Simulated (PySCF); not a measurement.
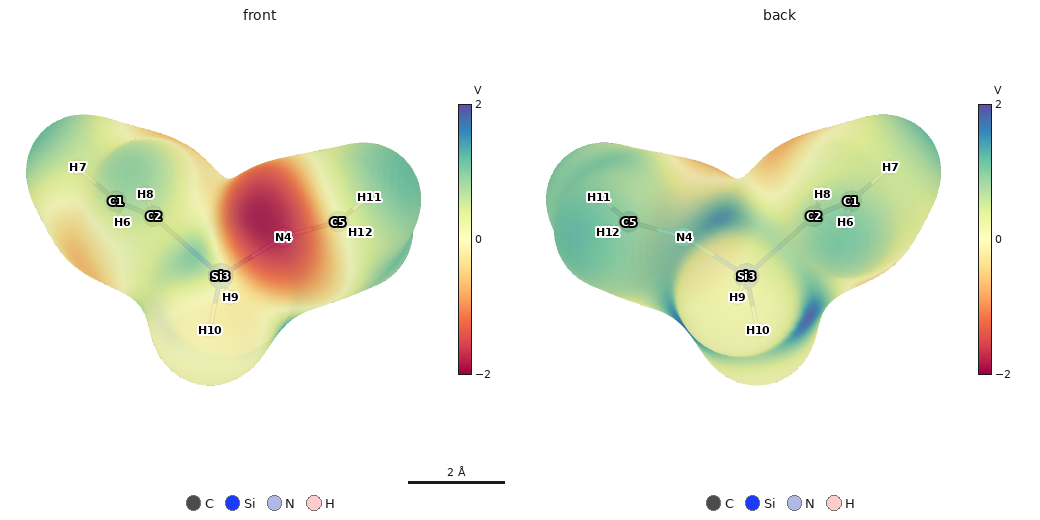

C3H7NSi (SMILES C=C[SiH2]N=C). The molecular electrostatic potential painted on the density surface at 0.004 e/bohr³, seen from the front and from behind; red is negative and blue positive.

Geometry: GFN2-xTB.

Method: PBE0/pcSseg-1, SCF density, gas phase, non-relativistic in PySCF 2.14.0.

| atom | x (Å) | y (Å) | z (Å) |
| --- | --- | --- | --- |
| C | -2.2173 | 0.9029 | 0.1491 |
| C | -1.2319 | 0.1935 | 0.6733 |
| Si | -0.0229 | -0.8627 | -0.3095 |
| N | 1.5145 | -0.4364 | 0.3480 |
| C | 2.5703 | 0.0285 | -0.1223 |
| H | -2.3901 | 0.9366 | -0.9151 |
| H | -2.9006 | 1.4859 | 0.7492 |
| H | -1.1079 | 0.1991 | 1.7492 |
| H | -0.2314 | -0.6554 | -1.7497 |
| H | -0.1295 | -2.2809 | 0.0393 |
| H | 3.4163 | 0.2075 | 0.5382 |
| H | 2.7316 | 0.2806 | -1.1757 |

Q: Which sites attract a positive test charge, and which a negative one?

A: A positive charge is drawn to the negative regions and a negative charge to the positive ones. The most negative region (about −1.9 V) lies over N4, the most positive (about +1.7 V) over Si3. N4 is the likeliest acceptor of a hydrogen bond.
